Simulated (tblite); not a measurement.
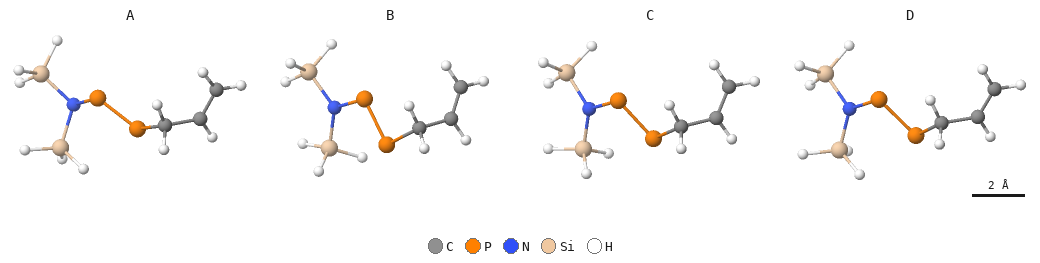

4 geometries from one relaxation of C$_{3}$H$_{11}$NP$_{2}$Si$_{2}$, in shuffled order. Style: ball-and-stick. Shown at a tilt.

All numbers below come from tblite, GFN2-xTB geometry optimisation, gas phase. 

### Put them in the order of the run, from the start to the converged end.

A, D, C, B. They are steps 0, 37, 82, 147, at +1.406 eV, +0.113 eV, +0.042 eV relative to the last. After 147 geometry steps the energy has fallen by 1.406 eV. The largest moves after the best rigid fit, 1.74 Å, are those of H atoms. By element the largest moves are H 1.74 Å, C 0.95 Å, P 0.83 Å, N 0.62 Å, Si 0.57 Å. Among the contacts that change: P–Si 3.625 → 3.210 Å, N–P 1.793 → 1.695 Å, P–P 1.996 → 2.033 Å, C–C 1.357 → 1.321 Å. Bond angles that change, for instance: C–P–P 122.6° → 96.4°, P–N–Si 108.0° → 122.9°, P–P–N 117.8° → 104.9°. Groups turn about C–P by about 30°.
